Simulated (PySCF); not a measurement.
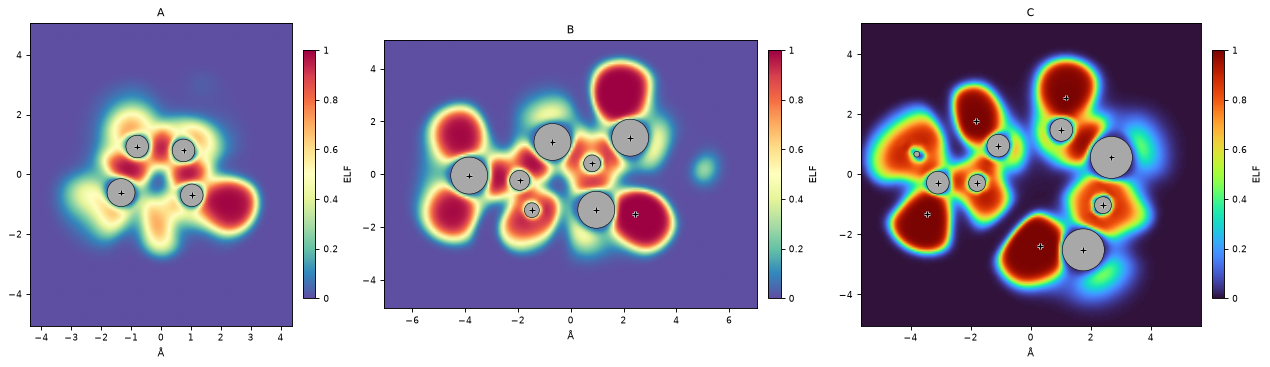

The electron localisation function of 3 systems, each on a plane through atoms (crosses mark nuclei in the plane; grey discs cover the cores).

Theory: PBE0/pcSseg-1, SCF density, gas phase, non-relativistic in PySCF.

System 1: C5H12O3Si2, the plane of atoms C6, Si7 and O8. Geometry: GFN2-xTB.

| atom | x (Å) | y (Å) | z (Å) |
| --- | --- | --- | --- |
| O | 3.2331 | 1.8653 | -1.7077 |
| C | 2.2884 | 2.2270 | -1.0699 |
| O | 1.3733 | 1.4758 | -0.4930 |
| C | 1.4841 | 0.0552 | -0.6110 |
| C | 1.1751 | -0.7003 | 0.6848 |
| C | 0.1770 | -1.5887 | -0.0878 |
| Si | -1.5470 | -1.8117 | 0.6821 |
| O | -2.1739 | -0.3540 | 0.9854 |
| Si | -2.4820 | 1.2363 | 1.1038 |
| C | 0.2912 | -0.6281 | -1.2904 |
| H | 2.0483 | 3.2864 | -0.8688 |
| H | 2.4521 | -0.1838 | -1.0591 |
| H | 0.6904 | -0.0499 | 1.4105 |
| H | 2.0176 | -1.2030 | 1.1555 |
| H | 0.6298 | -2.5513 | -0.3259 |
| H | -2.4510 | -2.4613 | -0.2644 |
| H | -1.4419 | -2.4869 | 1.9736 |
| H | -1.3869 | 1.9704 | 0.4736 |
| H | -2.5732 | 1.5102 | 2.5362 |
| H | -3.7503 | 1.4415 | 0.4073 |
| H | 0.4915 | -1.0792 | -2.2599 |
| H | -0.5560 | 0.0497 | -1.3756 |

System 2: C2H12N2OSi4 (SMILES C=N[SiH2]N([SiH3])[SiH2]C(=O)[SiH3]), the plane of atoms Si6, C7 and Si9. Geometry: GFN2-xTB.

```csv
atom,x (Å),y (Å),z (Å)
C,-3.9548,-0.6528,0.7795
N,-2.9109,-0.0341,1.0648
Si,-1.9875,1.1679,0.2463
N,-0.4941,0.3870,-0.1987
Si,-0.5176,-0.8676,-1.4517
Si,0.9062,0.7854,0.6940
C,2.2609,-0.2099,-0.2218
O,1.9034,-0.9256,-1.1430
Si,4.1314,-0.1852,0.2147
H,-4.3157,-1.4266,1.4539
H,-4.5664,-0.4739,-0.1092
H,-1.7237,2.1476,1.2952
H,-2.5429,1.7892,-0.9588
H,-0.1861,-2.1732,-0.8903
H,-1.9655,-0.9619,-1.7556
H,0.0803,-0.3602,-2.6827
H,0.9254,0.3600,2.0974
H,1.2586,2.2057,0.5783
H,4.8988,-0.4188,-1.0038
H,4.3591,-1.2533,1.1861
H,4.4322,1.1174,0.8050
```

System 3: C4H11BO2Si (SMILES O=C[C@H]1C[BH2-][O+]([SiH3])C1), the plane of atoms C4, C3 and C8. Geometry: GFN2-xTB.

```xyz
19

O    -0.1068    2.1698    0.2006
C    -1.1123    1.5928   -0.1353
C    -1.3779    0.1480    0.1043
C    -0.9421   -0.5571   -1.2111
B     0.4186   -1.3834   -0.8017
O     0.8020   -0.5943    0.5496
Si    2.0370    0.5369    0.5884
C    -0.4393   -0.3918    1.1804
H    -1.8902    2.1174   -0.7212
H    -2.4280   -0.0249    0.3419
H    -0.7513    0.1902   -1.9855
H    -1.7500   -1.1870   -1.5793
H     0.2003   -2.5035   -0.4647
H     1.3293   -1.2650   -1.5502
H     2.0904    1.3911   -0.5849
H     1.8591    1.2122    1.8669
H     3.1772   -0.3800    0.6305
H    -0.7940   -1.3612    1.5435
H    -0.3318    0.2990    2.0201
```

> Match each panel to its system.

Panel A is system 3, C4H11BO2Si: the plane holds C and B. Panel B is system 2, C2H12N2OSi4: the plane holds Si, N, C, O and H. C–O (1.22 Å): the ELF peaks at about 0.85 between the atoms; a multiple bond. Panel C is system 1, C5H12O3Si2: the plane holds C, O, Si and H. Si–O (1.62 Å): the ELF peaks at about 0.85 between the atoms, as expected for a short, strongly polar bond.
